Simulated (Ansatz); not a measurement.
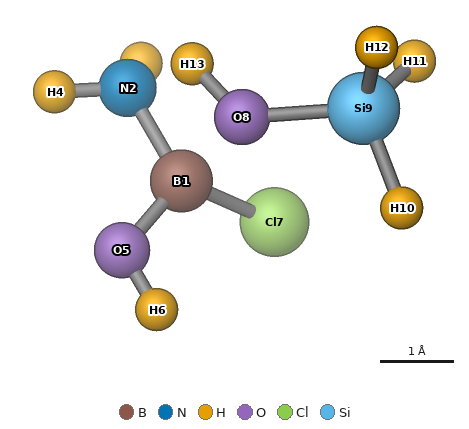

Figure 1. The input geometry (ball-and-stick view, seen at a tilt; atoms are numbered from 1 in the order of the input). Bond lengths as drawn: B–Cl 1.86 Å, B–N 1.54 Å, B–O 1.39 Å, H–N 1.02 to 1.03 Å, H–O 0.97 to 1.14 Å, H–Si 1.50 Å and O–Si 1.71 Å.

## BSiNH7ClO2: molecular dynamics (part 1 of 4)

- system: BSiNH7ClO2
- method: RKS PBE/def2-SVP (Ansatz 0.2.0)

It belongs to a series of runs on one base structure; here: dynamics from the highest image of the converged band. Figures and captions count atoms from 1; the log counts them from 0 in places.

What the program printed:
```
Engine: ansatz 0.2.0, x86_64-unknown-linux-gnu
Functional definition: PBE
  parameter kappa = 0.804
  parameter beta = 0.06672455060314922
  exchange = pbe_x(kappa = kappa, mu = beta*pi^2/3)
  correlation = pbe_c(beta = beta)
1409 factors; their error is unknown
mean field evaluation 1: about -26738.5844 eV, gradient 8.2e1 eV
mean field evaluation 2: about -26692.4522 eV, gradient 1.7e2 eV
mean field evaluation 4: about -26750.6775 eV, gradient 1.5e1 eV
mean field evaluation 8: about -26751.1056 eV, gradient 1.1e-1 eV
mean field evaluation 16: about -26751.0314 eV, gradient 6.0e-4 eV
mean field -26751.03141189 eV, -983.0822718868 hartree, gradient 5.3e-5 eV, S^2 0.000000; 0 other end points of the search recorded, 0 dependent functions left out
the calculation of the forces begins
reference -26751.03145108 eV, -983.0822733269 hartree; 33, 33 occupied and 94, 94 virtual orbitals, 1409 factors
md step     0: t =     0.00 fs  T =   300.0 K  F+E_penalty+E_count = -26751.03141189 eV  E_kin = 0.426558 eV  conserved = -26750.60485390 eV  (29 SCF iters)
these checks for a lower state are left out or cut short: starts, cluster_reference, orbital_swaps, neighbouring_geometries, increment
1409 factors; their error is unknown
mean field -26751.02455020 eV, -983.0820197240 hartree, gradient 1.3e-5 eV, S^2 0.000000; 0 other end points of the search recorded, 0 dependent functions left out
the calculation of the forces begins
reference -26751.02458926 eV, -983.0820211596 hartree; 33, 33 occupied and 94, 94 virtual orbitals, 1409 factors
md step     1: t =     0.50 fs  T =   295.3 K  F+E_penalty+E_count = -26751.02455020 eV  E_kin = 0.419811 eV  conserved = -26750.60473897 eV  (32 SCF iters)
[... from here on the SCF iterations and repeated set-up lines of each step are left out, up to the last step ...]
md step     2: t =     1.00 fs  T =   282.6 K  F+E_penalty+E_count = -26751.00629588 eV  E_kin = 0.401816 eV  conserved = -26750.60447987 eV  (31 SCF iters)
md step     3: t =     1.50 fs  T =   264.7 K  F+E_penalty+E_count = -26750.98057129 eV  E_kin = 0.376409 eV  conserved = -26750.60416217 eV  (32 SCF iters)
md step     4: t =     2.00 fs  T =   245.0 K  F+E_penalty+E_count = -26750.95223017 eV  E_kin = 0.348339 eV  conserved = -26750.60389140 eV  (31 SCF iters)
md step     5: t =     2.50 fs  T =   226.3 K  F+E_penalty+E_count = -26750.92544998 eV  E_kin = 0.321708 eV  conserved = -26750.60374193 eV  (31 SCF iters)
md step     6: t =     3.00 fs  T =   210.2 K  F+E_penalty+E_count = -26750.90260003 eV  E_kin = 0.298879 eV  conserved = -26750.60372080 eV  (31 SCF iters)
md step     7: t =     3.50 fs  T =   197.2 K  F+E_penalty+E_count = -26750.88410466 eV  E_kin = 0.280327 eV  conserved = -26750.60377755 eV  (31 SCF iters)
md step     8: t =     4.00 fs  T =   186.6 K  F+E_penalty+E_count = -26750.86917613 eV  E_kin = 0.265331 eV  conserved = -26750.60384479 eV  (31 SCF iters)
md step     9: t =     4.50 fs  T =   177.9 K  F+E_penalty+E_count = -26750.85682811 eV  E_kin = 0.252952 eV  conserved = -26750.60387589 eV  (31 SCF iters)
md step    10: t =     5.00 fs  T =   170.7 K  F+E_penalty+E_count = -26750.84660039 eV  E_kin = 0.242742 eV  conserved = -26750.60385846 eV  (30 SCF iters)
md step    11: t =     5.50 fs  T =   165.3 K  F+E_penalty+E_count = -26750.83877248 eV  E_kin = 0.234966 eV  conserved = -26750.60380621 eV  (31 SCF iters)
md step    12: t =     6.00 fs  T =   162.1 K  F+E_penalty+E_count = -26750.83416697 eV  E_kin = 0.230424 eV  conserved = -26750.60374340 eV  (31 SCF iters)
md step    13: t =     6.50 fs  T =   161.8 K  F+E_penalty+E_count = -26750.83376746 eV  E_kin = 0.230073 eV  conserved = -26750.60369449 eV  (31 SCF iters)
md step    14: t =     7.00 fs  T =   165.0 K  F+E_penalty+E_count = -26750.83833549 eV  E_kin = 0.234658 eV  conserved = -26750.60367724 eV  (31 SCF iters)
md step    15: t =     7.50 fs  T =   171.9 K  F+E_penalty+E_count = -26750.84814119 eV  E_kin = 0.244442 eV  conserved = -26750.60369905 eV  (31 SCF iters)
md step    16: t =     8.00 fs  T =   182.2 K  F+E_penalty+E_count = -26750.86286773 eV  E_kin = 0.259114 eV  conserved = -26750.60375395 eV  (31 SCF iters)
md step    17: t =     8.50 fs  T =   195.4 K  F+E_penalty+E_count = -26750.88172529 eV  E_kin = 0.277901 eV  conserved = -26750.60382431 eV  (31 SCF iters)
md step    18: t =     9.00 fs  T =   210.9 K  F+E_penalty+E_count = -26750.90376713 eV  E_kin = 0.299883 eV  conserved = -26750.60388371 eV  (29 SCF iters)
md step    19: t =     9.50 fs  T =   228.2 K  F+E_penalty+E_count = -26750.92834132 eV  E_kin = 0.324434 eV  conserved = -26750.60390704 eV  (31 SCF iters)
md step    20: t =    10.00 fs  T =   247.3 K  F+E_penalty+E_count = -26750.95550762 eV  E_kin = 0.351622 eV  conserved = -26750.60388529 eV  (31 SCF iters)
md step    21: t =    10.50 fs  T =   268.9 K  F+E_penalty+E_count = -26750.98618178 eV  E_kin = 0.382346 eV  conserved = -26750.60383540 eV  (31 SCF iters)
md step    22: t =    11.00 fs  T =   294.0 K  F+E_penalty+E_count = -26751.02185541 eV  E_kin = 0.418064 eV  conserved = -26750.60379184 eV  (31 SCF iters)
md step    23: t =    11.50 fs  T =   323.7 K  F+E_penalty+E_count = -26751.06403287 eV  E_kin = 0.460260 eV  conserved = -26750.60377253 eV  (31 SCF iters)
md step    24: t =    12.00 fs  T =   358.8 K  F+E_penalty+E_count = -26751.11386194 eV  E_kin = 0.510107 eV  conserved = -26750.60375487 eV  (31 SCF iters)
md step    25: t =    12.50 fs  T =   399.9 K  F+E_penalty+E_count = -26751.17229604 eV  E_kin = 0.568586 eV  conserved = -26750.60371002 eV  (31 SCF iters)
md step    26: t =    13.00 fs  T =   447.7 K  F+E_penalty+E_count = -26751.24030910 eV  E_kin = 0.636615 eV  conserved = -26750.60369431 eV  (31 SCF iters)
md step    27: t =    13.50 fs  T =   502.2 K  F+E_penalty+E_count = -26751.31798617 eV  E_kin = 0.714106 eV  conserved = -26750.60387996 eV  (31 SCF iters)
md step    28: t =    14.00 fs  T =   561.1 K  F+E_penalty+E_count = -26751.40220913 eV  E_kin = 0.797797 eV  conserved = -26750.60441241 eV  (31 SCF iters)
md step    29: t =    14.50 fs  T =   618.7 K  F+E_penalty+E_count = -26751.48491776 eV  E_kin = 0.879710 eV  conserved = -26750.60520761 eV  (31 SCF iters)
md step    30: t =    15.00 fs  T =   667.2 K  F+E_penalty+E_count = -26751.55457630 eV  E_kin = 0.948628 eV  conserved = -26750.60594862 eV  (31 SCF iters)
md step    31: t =    15.50 fs  T =   699.4 K  F+E_penalty+E_count = -26751.60075123 eV  E_kin = 0.994433 eV  conserved = -26750.60631851 eV  (31 SCF iters)
md step    32: t =    16.00 fs  T =   712.0 K  F+E_penalty+E_count = -26751.61862087 eV  E_kin = 1.012408 eV  conserved = -26750.60621295 eV  (31 SCF iters)
md step    33: t =    16.50 fs  T =   706.6 K  F+E_penalty+E_count = -26751.61049873 eV  E_kin = 1.004753 eV  conserved = -26750.60574526 eV  (31 SCF iters)
md step    34: t =    17.00 fs  T =   688.6 K  F+E_penalty+E_count = -26751.58416922 eV  E_kin = 0.979042 eV  conserved = -26750.60512743 eV  (31 SCF iters)
md step    35: t =    17.50 fs  T =   664.7 K  F+E_penalty+E_count = -26751.54970465 eV  E_kin = 0.945150 eV  conserved = -26750.60455423 eV  (31 SCF iters)
md step    36: t =    18.00 fs  T =   641.6 K  F+E_penalty+E_count = -26751.51646172 eV  E_kin = 0.912309 eV  conserved = -26750.60415241 eV  (31 SCF iters)
md step    37: t =    18.50 fs  T =   623.9 K  F+E_penalty+E_count = -26751.49107430 eV  E_kin = 0.887095 eV  conserved = -26750.60397956 eV  (30 SCF iters)
md step    38: t =    19.00 fs  T =   613.6 K  F+E_penalty+E_count = -26751.47653050 eV  E_kin = 0.872494 eV  conserved = -26750.60403662 eV  (31 SCF iters)
md step    39: t =    19.50 fs  T =   610.4 K  F+E_penalty+E_count = -26751.47213984 eV  E_kin = 0.867854 eV  conserved = -26750.60428616 eV  (30 SCF iters)
md step    40: t =    20.00 fs  T =   611.5 K  F+E_penalty+E_count = -26751.47413954 eV  E_kin = 0.869475 eV  conserved = -26750.60466477 eV  (31 SCF iters)
md step    41: t =    20.50 fs  T =   613.0 K  F+E_penalty+E_count = -26751.47674024 eV  E_kin = 0.871650 eV  conserved = -26750.60509048 eV  (31 SCF iters)
md step    42: t =    21.00 fs  T =   610.5 K  F+E_penalty+E_count = -26751.47349885 eV  E_kin = 0.868042 eV  conserved = -26750.60545730 eV  (31 SCF iters)
md step    43: t =    21.50 fs  T =   600.2 K  F+E_penalty+E_count = -26751.45906968 eV  E_kin = 0.853442 eV  conserved = -26750.60562784 eV  (31 SCF iters)
md step    44: t =    22.00 fs  T =   580.9 K  F+E_penalty+E_count = -26751.43140988 eV  E_kin = 0.825960 eV  conserved = -26750.60545000 eV  (31 SCF iters)
md step    45: t =    22.50 fs  T =   555.0 K  F+E_penalty+E_count = -26751.39403755 eV  E_kin = 0.789181 eV  conserved = -26750.60485644 eV  (31 SCF iters)
md step    46: t =    23.00 fs  T =   529.4 K  F+E_penalty+E_count = -26751.35676057 eV  E_kin = 0.752729 eV  conserved = -26750.60403165 eV  (31 SCF iters)
md step    47: t =    23.50 fs  T =   512.8 K  F+E_penalty+E_count = -26751.33259330 eV  E_kin = 0.729155 eV  conserved = -26750.60343819 eV  (31 SCF iters)
md step    48: t =    24.00 fs  T =   511.5 K  F+E_penalty+E_count = -26751.33073478 eV  E_kin = 0.727213 eV  conserved = -26750.60352142 eV  (31 SCF iters)
md step    49: t =    24.50 fs  T =   524.5 K  F+E_penalty+E_count = -26751.35007994 eV  E_kin = 0.745801 eV  conserved = -26750.60427876 eV  (31 SCF iters)
md step    50: t =    25.00 fs  T =   544.4 K  F+E_penalty+E_count = -26751.37928670 eV  E_kin = 0.774067 eV  conserved = -26750.60522003 eV  (31 SCF iters)
md step    51: t =    25.50 fs  T =   561.3 K  F+E_penalty+E_count = -26751.40390177 eV  E_kin = 0.798101 eV  conserved = -26750.60580078 eV  (31 SCF iters)
md step    52: t =    26.00 fs  T =   568.8 K  F+E_penalty+E_count = -26751.41451451 eV  E_kin = 0.808703 eV  conserved = -26750.60581134 eV  (31 SCF iters)
md step    53: t =    26.50 fs  T =   566.1 K  F+E_penalty+E_count = -26751.41023614 eV  E_kin = 0.804847 eV  conserved = -26750.60538923 eV  (31 SCF iters)
md step    54: t =    27.00 fs  T =   557.1 K  F+E_penalty+E_count = -26751.39696273 eV  E_kin = 0.792151 eV  conserved = -26750.60481134 eV  (31 SCF iters)
md step    55: t =    27.50 fs  T =   547.9 K  F+E_penalty+E_count = -26751.38328653 eV  E_kin = 0.778971 eV  conserved = -26750.60431546 eV  (31 SCF iters)
md step    56: t =    28.00 fs  T =   543.5 K  F+E_penalty+E_count = -26751.37676365 eV  E_kin = 0.772727 eV  conserved = -26750.60403711 eV  (31 SCF iters)
md step    57: t =    28.50 fs  T =   546.9 K  F+E_penalty+E_count = -26751.38166157 eV  E_kin = 0.777644 eV  conserved = -26750.60401800 eV  (31 SCF iters)
md step    58: t =    29.00 fs  T =   558.4 K  F+E_penalty+E_count = -26751.39816077 eV  E_kin = 0.793920 eV  conserved = -26750.60424046 eV  (31 SCF iters)
md step    59: t =    29.50 fs  T =   575.2 K  F+E_penalty+E_count = -26751.42255744 eV  E_kin = 0.817902 eV  conserved = -26750.60465554 eV  (30 SCF iters)
md step    60: t =    30.00 fs  T =   592.8 K  F+E_penalty+E_count = -26751.44804487 eV  E_kin = 0.842848 eV  conserved = -26750.60519691 eV  (30 SCF iters)
md step    61: t =    30.50 fs  T =   604.9 K  F+E_penalty+E_count = -26751.46586319 eV  E_kin = 0.860089 eV  conserved = -26750.60577462 eV  (30 SCF iters)
md step    62: t =    31.00 fs  T =   605.3 K  F+E_penalty+E_count = -26751.46691682 eV  E_kin = 0.860675 eV  conserved = -26750.60624225 eV  (30 SCF iters)
md step    63: t =    31.50 fs  T =   589.3 K  F+E_penalty+E_count = -26751.44426529 eV  E_kin = 0.837892 eV  conserved = -26750.60637369 eV  (30 SCF iters)
md step    64: t =    32.00 fs  T =   556.2 K  F+E_penalty+E_count = -26751.39669492 eV  E_kin = 0.790776 eV  conserved = -26750.60591892 eV  (30 SCF iters)
md step    65: t =    32.50 fs  T =   511.6 K  F+E_penalty+E_count = -26751.33226397 eV  E_kin = 0.727435 eV  conserved = -26750.60482860 eV  (30 SCF iters)
md step    66: t =    33.00 fs  T =   467.7 K  F+E_penalty+E_count = -26751.26846059 eV  E_kin = 0.664940 eV  conserved = -26750.60352015 eV  (30 SCF iters)
md step    67: t =    33.50 fs  T =   437.9 K  F+E_penalty+E_count = -26751.22546371 eV  E_kin = 0.622685 eV  conserved = -26750.60277903 eV  (31 SCF iters)
md step    68: t =    34.00 fs  T =   430.0 K  F+E_penalty+E_count = -26751.21450429 eV  E_kin = 0.611396 eV  conserved = -26750.60310810 eV  (31 SCF iters)
md step    69: t =    34.50 fs  T =   440.6 K  F+E_penalty+E_count = -26751.23063845 eV  E_kin = 0.626437 eV  conserved = -26750.60420193 eV  (31 SCF iters)
md step    70: t =    35.00 fs  T =   458.5 K  F+E_penalty+E_count = -26751.25712598 eV  E_kin = 0.651859 eV  conserved = -26750.60526667 eV  (31 SCF iters)
md step    71: t =    35.50 fs  T =   472.1 K  F+E_penalty+E_count = -26751.27704530 eV  E_kin = 0.671300 eV  conserved = -26750.60574564 eV  (30 SCF iters)
md step    72: t =    36.00 fs  T =   475.7 K  F+E_penalty+E_count = -26751.28194119 eV  E_kin = 0.676342 eV  conserved = -26750.60559943 eV  (30 SCF iters)
md step    73: t =    36.50 fs  T =   469.7 K  F+E_penalty+E_count = -26751.27300401 eV  E_kin = 0.667911 eV  conserved = -26750.60509267 eV  (30 SCF iters)
md step    74: t =    37.00 fs  T =   459.2 K  F+E_penalty+E_count = -26751.25740165 eV  E_kin = 0.652888 eV  conserved = -26750.60451413 eV  (30 SCF iters)
md step    75: t =    37.50 fs  T =   450.0 K  F+E_penalty+E_count = -26751.24384851 eV  E_kin = 0.639794 eV  conserved = -26750.60405425 eV  (30 SCF iters)
md step    76: t =    38.00 fs  T =   447.1 K  F+E_penalty+E_count = -26751.23946459 eV  E_kin = 0.635657 eV  conserved = -26750.60380801 eV  (30 SCF iters)
md step    77: t =    38.50 fs  T =   453.1 K  F+E_penalty+E_count = -26751.24810029 eV  E_kin = 0.644291 eV  conserved = -26750.60380886 eV  (30 SCF iters)
md step    78: t =    39.00 fs  T =   468.1 K  F+E_penalty+E_count = -26751.26966146 eV  E_kin = 0.665601 eV  conserved = -26750.60406065 eV  (29 SCF iters)
md step    79: t =    39.50 fs  T =   489.1 K  F+E_penalty+E_count = -26751.30003895 eV  E_kin = 0.695502 eV  conserved = -26750.60453692 eV  (30 SCF iters)
md step    80: t =    40.00 fs  T =   510.9 K  F+E_penalty+E_count = -26751.33163447 eV  E_kin = 0.726479 eV  conserved = -26750.60515503 eV  (30 SCF iters)
md step    81: t =    40.50 fs  T =   526.8 K  F+E_penalty+E_count = -26751.35483640 eV  E_kin = 0.749096 eV  conserved = -26750.60574049 eV  (30 SCF iters)
md step    82: t =    41.00 fs  T =   530.9 K  F+E_penalty+E_count = -26751.36092826 eV  E_kin = 0.754914 eV  conserved = -26750.60601473 eV  (30 SCF iters)
md step    83: t =    41.50 fs  T =   520.9 K  F+E_penalty+E_count = -26751.34640770 eV  E_kin = 0.740715 eV  conserved = -26750.60569283 eV  (31 SCF iters)
md step    84: t =    42.00 fs  T =   501.0 K  F+E_penalty+E_count = -26751.31706428 eV  E_kin = 0.712335 eV  conserved = -26750.60472919 eV  (30 SCF iters)
md step    85: t =    42.50 fs  T =   481.5 K  F+E_penalty+E_count = -26751.28816540 eV  E_kin = 0.684613 eV  conserved = -26750.60355261 eV  (31 SCF iters)
md step    86: t =    43.00 fs  T =   474.6 K  F+E_penalty+E_count = -26751.27769676 eV  E_kin = 0.674788 eV  conserved = -26750.60290921 eV  (30 SCF iters)
md step    87: t =    43.50 fs  T =   486.8 K  F+E_penalty+E_count = -26751.29535552 eV  E_kin = 0.692112 eV  conserved = -26750.60324326 eV  (30 SCF iters)
md step    88: t =    44.00 fs  T =   514.7 K  F+E_penalty+E_count = -26751.33610733 eV  E_kin = 0.731833 eV  conserved = -26750.60427399 eV  (30 SCF iters)
md step    89: t =    44.50 fs  T =   547.8 K  F+E_penalty+E_count = -26751.38414701 eV  E_kin = 0.778831 eV  conserved = -26750.60531573 eV  (30 SCF iters)
md step    90: t =    45.00 fs  T =   574.6 K  F+E_penalty+E_count = -26751.42294018 eV  E_kin = 0.817053 eV  conserved = -26750.60588731 eV  (30 SCF iters)
md step    91: t =    45.50 fs  T =   588.5 K  F+E_penalty+E_count = -26751.44275698 eV  E_kin = 0.836833 eV  conserved = -26750.60592411 eV  (30 SCF iters)
md step    92: t =    46.00 fs  T =   588.4 K  F+E_penalty+E_count = -26751.44217774 eV  E_kin = 0.836569 eV  conserved = -26750.60560831 eV  (30 SCF iters)
md step    93: t =    46.50 fs  T =   577.1 K  F+E_penalty+E_count = -26751.42566009 eV  E_kin = 0.820508 eV  conserved = -26750.60515190 eV  (30 SCF iters)
md step    94: t =    47.00 fs  T =   559.5 K  F+E_penalty+E_count = -26751.40030019 eV  E_kin = 0.795595 eV  conserved = -26750.60470486 eV  (30 SCF iters)
md step    95: t =    47.50 fs  T =   540.8 K  F+E_penalty+E_count = -26751.37333298 eV  E_kin = 0.768975 eV  conserved = -26750.60435825 eV  (30 SCF iters)
md step    96: t =    48.00 fs  T =   524.9 K  F+E_penalty+E_count = -26751.35052011 eV  E_kin = 0.746353 eV  conserved = -26750.60416761 eV  (30 SCF iters)
md step    97: t =    48.50 fs  T =   514.1 K  F+E_penalty+E_count = -26751.33511881 eV  E_kin = 0.730944 eV  conserved = -26750.60417512 eV  (29 SCF iters)
md step    98: t =    49.00 fs  T =   508.3 K  F+E_penalty+E_count = -26751.32717747 eV  E_kin = 0.722773 eV  conserved = -26750.60440487 eV  (30 SCF iters)
md step    99: t =    49.50 fs  T =   505.2 K  F+E_penalty+E_count = -26751.32320180 eV  E_kin = 0.718359 eV  conserved = -26750.60484279 eV  (30 SCF iters)
md step   100: t =    50.00 fs  T =   500.1 K  F+E_penalty+E_count = -26751.31651150 eV  E_kin = 0.711111 eV  conserved = -26750.60540001 eV  (30 SCF iters)
md step   101: t =    50.50 fs  T =   487.3 K  F+E_penalty+E_count = -26751.29881224 eV  E_kin = 0.692932 eV  conserved = -26750.60588014 eV  (30 SCF iters)
md step   102: t =    51.00 fs  T =   462.3 K  F+E_penalty+E_count = -26751.26337007 eV  E_kin = 0.657370 eV  conserved = -26750.60599998 eV  (30 SCF iters)
md step   103: t =    51.50 fs  T =   424.6 K  F+E_penalty+E_count = -26751.20930397 eV  E_kin = 0.603777 eV  conserved = -26750.60552654 eV  (32 SCF iters)
md step   104: t =    52.00 fs  T =   380.0 K  F+E_penalty+E_count = -26751.14480389 eV  E_kin = 0.540286 eV  conserved = -26750.60451823 eV  (32 SCF iters)
md step   105: t =    52.50 fs  T =   339.2 K  F+E_penalty+E_count = -26751.08581163 eV  E_kin = 0.482357 eV  conserved = -26750.60345434 eV  (32 SCF iters)
md step   106: t =    53.00 fs  T =   313.5 K  F+E_penalty+E_count = -26751.04868105 eV  E_kin = 0.445727 eV  conserved = -26750.60295454 eV  (32 SCF iters)
md step   107: t =    53.50 fs  T =   308.0 K  F+E_penalty+E_count = -26751.04110446 eV  E_kin = 0.437867 eV  conserved = -26750.60323742 eV  (32 SCF iters)
md step   108: t =    54.00 fs  T =   320.0 K  F+E_penalty+E_count = -26751.05890875 eV  E_kin = 0.454962 eV  conserved = -26750.60394691 eV  (32 SCF iters)
md step   109: t =    54.50 fs  T =   342.2 K  F+E_penalty+E_count = -26751.09110977 eV  E_kin = 0.486549 eV  conserved = -26750.60456126 eV  (31 SCF iters)
md step   110: t =    55.00 fs  T =   367.7 K  F+E_penalty+E_count = -26751.12761828 eV  E_kin = 0.522784 eV  conserved = -26750.60483389 eV  (32 SCF iters)
md step   111: t =    55.50 fs  T =   392.8 K  F+E_penalty+E_count = -26751.16330116 eV  E_kin = 0.558478 eV  conserved = -26750.60482323 eV  (31 SCF iters)
md step   112: t =    56.00 fs  T =   416.9 K  F+E_penalty+E_count = -26751.19752115 eV  E_kin = 0.592829 eV  conserved = -26750.60469254 eV  (32 SCF iters)
md step   113: t =    56.50 fs  T =   441.2 K  F+E_penalty+E_count = -26751.23185339 eV  E_kin = 0.627294 eV  conserved = -26750.60455977 eV  (31 SCF iters)
md step   114: t =    57.00 fs  T =   466.8 K  F+E_penalty+E_count = -26751.26823317 eV  E_kin = 0.663758 eV  conserved = -26750.60447547 eV  (30 SCF iters)
```
